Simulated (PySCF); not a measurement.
**One shape, several levels: doublet [B2O2]−**

Wanted: a comparison of 6 runs (UHF/STO-3G, UHF/3-21G, U-r2SCAN/aug-cc-pVDZ, UB2PLYP/aug-cc-pVDZ, UM06-L/aug-cc-pVDZ, UPBE0/aug-cc-pVDZ) of doublet [B2O2]−. Input form: a Python script.

The calculation is run with PySCF 2.14.0.

4 further runs of the same task are left out: 1 that didn't finish, 3 set aside as unsound or not needed.

### 1 The system as given

The species is [B2O2]− (4 atoms), meant as a doublet with charge -1. As SMILES of the parent species, `O=BB=O`. The coordinates come from a PBE0-D4/def2-TZVP relaxation. That shape belongs to the parent species and isn't relaxed for this state.

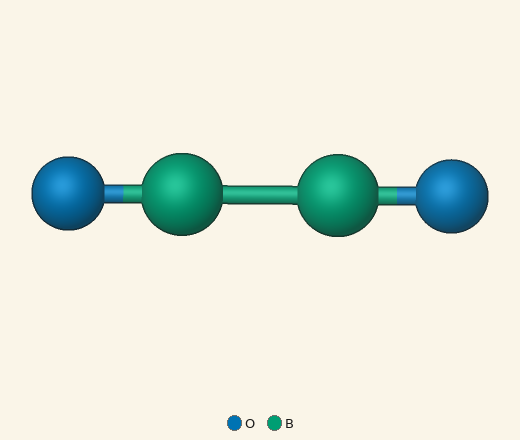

Viewed from a chosen angle; oxygen blue, boron teal.

### 2 The energy at UHF/STO-3G (run 1)

The input, calc.py:

```python
from pyscf import gto

mol = gto.Mole()
mol.atom = 'O -0.743090 0.459760 1.817650; B -0.302300 0.187070 0.739120; B 0.302150 -0.186920 -0.739220; O 0.743230 -0.459920 -1.817550'
mol.basis = 'sto-3g'
mol.max_memory = 1860
mol.charge = -1
mol.verbose = 3
mol.spin = 1
mol.build()

calc0 = mol.UHF()
calc0.conv_tol = 1e-10
calc0.kernel()
if not calc0.converged:
    calc0 = calc0.newton().run(calc0.mo_coeff, calc0.mo_occ)

etot = calc0.e_tot
print('E = %.10f Eh' % etot)
```

The run is started by

```sh
$ OMP_NUM_THREADS=1 python calc.py
```

Log:

```text
converged SCF energy = -196.28796340469  <S^2> = 0.7579756  2S+1 = 2.0079598
E = -196.2879634047 Eh
```

Run time: 0.72 s. Hardware: 1 thread of Arm Neoverse V1, shared host; peak memory 0.12 GiB.

### 3 The energy at UHF/3-21G (run 2)

The input, input.py:

```python
from pyscf import gto, scf

mol = gto.M(
    atom='''
O     -1.404237     0.868820     3.434861
B     -0.571264     0.353511     1.396734
B      0.570981    -0.353228    -1.396923
O      1.404501    -0.869123    -3.434672
''',
    spin=1,
    unit='bohr',
    max_memory=1860,
    basis='3-21g',
    verbose=3,
    charge=-1,
)

hf = scf.UHF(mol)
hf.conv_tol = 1e-10
hf.kernel()
if not hf.converged:
    hf = hf.newton().run(hf.mo_coeff, hf.mo_occ)

energy = hf.e_tot
print('Final energy', energy)
```

The run is started by

```sh
$ OMP_NUM_THREADS=1 python input.py
```

Log:

```text
converged SCF energy = -198.03985378805  <S^2> = 0.76025373  2S+1 = 2.0102276
Final energy -198.03985378804987
```

It took 0.66 s on 1 thread of Arm Neoverse V1, shared host; peak memory 0.1 GiB.

Runs 3 to 5 aren't shown in full; the table further down has their settings and results.

### 4 A single-point energy at UPBE0/aug-cc-pVDZ (run 6)

The input, input.py:

```python
from pyscf import gto, dft

mol = gto.M(
    atom='''
O     -0.743090     0.459760     1.817650
B     -0.302300     0.187070     0.739120
B      0.302150    -0.186920    -0.739220
O      0.743230    -0.459920    -1.817550
''',
    spin=1,
    verbose=3,
    charge=-1,
    basis='aug-cc-pvdz',
    max_memory=1860,
)

mf = dft.UKS(mol)
mf.xc = 'pbe0'
mf.grids.level = 5
mf.conv_tol = 1e-10
mf.kernel()
if not mf.converged:
    mf = mf.newton().run(mf.mo_coeff, mf.mo_occ)

energy = mf.e_tot
print(f'total energy: {energy:.8f} hartree')
```

The run is started by

```sh
$ OMP_NUM_THREADS=1 python input.py
```

Log:

```text
converged SCF energy = -200.038585716611  <S^2> = 0.75233466  2S+1 = 2.0023333
total energy: -200.03858572 hartree
```

Wall time 24 s (1 thread of Arm Neoverse V1, shared host); peak memory 0.47 GiB.

### 5 All runs side by side

```
run                 level  integration grid  frozen core orbitals  energy (Eh)  HOMO energy (eV)  LUMO energy (eV)   ⟨S²⟩  wall time
  1            UHF/STO-3G                 –                     –  -196.287963              6.36             15.92  0.758     0.72 s
  2             UHF/3-21G                 –                     –  -198.039854              0.75              8.63  0.760     0.66 s
  3  U-r2SCAN/aug-cc-pVDZ                 5                     –  -200.165477              2.17              2.75  0.753       56 s
  4   UB2PLYP/aug-cc-pVDZ                 5                     4  -200.101758              0.96              3.47  0.755       28 s
  5    UM06-L/aug-cc-pVDZ                 5                     –  -200.238329              2.39              2.98  0.751       66 s
  6     UPBE0/aug-cc-pVDZ                 5                     –  -200.038586              1.59              3.26  0.752       24 s
```

### 6 Outcome

| quantity | value |
| --- | --- |
| run 6: total energy | -200.03859 Eh |
| run 6: HOMO energy (highest over α and β) | 1.59 eV |
| run 6: LUMO energy (lowest over α and β) | 3.26 eV |
| run 6: ⟨S²⟩ | 0.752 |

**Reading.** Totals of different functionals can't be ranked against each other. In runs 1, 2, 3, 4, 5, 6 the HOMO lies above zero, so the outermost electron may be held by the basis alone. In run 1 the basis is minimal, so the values are rough. All runs together took 2.9 min, the longest 66 s.
